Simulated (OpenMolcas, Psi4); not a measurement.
C2H3ClNSi (SMILES C[Si](Cl)C#N): methods side by side

C2H3ClNSi: 8 atoms, total charge 0, spin state doublet. As SMILES, `C[Si](Cl)C#N`. The coordinates come from a PBE0-D4/def2-TZVP relaxation.

```xyz
8

C    -0.7109   -0.5448    0.7826
Si    0.5988    0.6482    0.2254
Cl    2.4832   -0.0928    0.5128
C     0.4057    0.9893   -1.5744
N     0.2417    1.2984   -2.6743
H    -0.6006   -1.4915    0.2468
H    -0.6260   -0.7318    1.8540
H    -1.6997   -0.1320    0.5714
```

Each level gives the energy change with the C1–H8 bond stretched from 1.092 to 1.256 Å (eV). The values are calculated.

```tsv
level	kind	program	value (eV)	CPU time (all runs)
UHF/def2-SVP	Hartree–Fock	OpenMolcas	0.37	24 s
USVWN5/def2-SVP	LDA	OpenMolcas	0.26	62 s
UBLYP/def2-SVP	GGA	OpenMolcas	0.25	95 s
U-r2SCAN/def2-SVP	meta-GGA	OpenMolcas	0.30	2.2 min
UB3LYP/def2-SVP	global hybrid	OpenMolcas	0.30	1.7 min
UBHLYP/def2-SVP	global hybrid	OpenMolcas	0.35	1.7 min
UM06-2X/def2-SVP (density fitting)	hybrid meta-GGA	Psi4	0.31	75 s
UPBE0/def2-SVP	global hybrid	OpenMolcas	0.31	1.7 min
```

The first shape isn't each level's own minimum. The values span 0.25 to 0.37 eV. CPU times are rough (shared hosts, several kinds of processor): they show what a rung costs within a factor of a few.

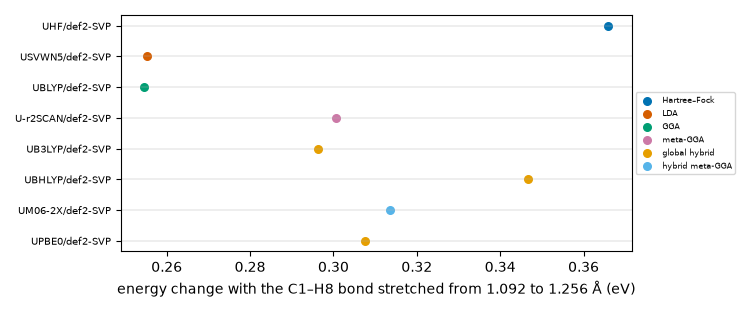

The values of the table, level by level.
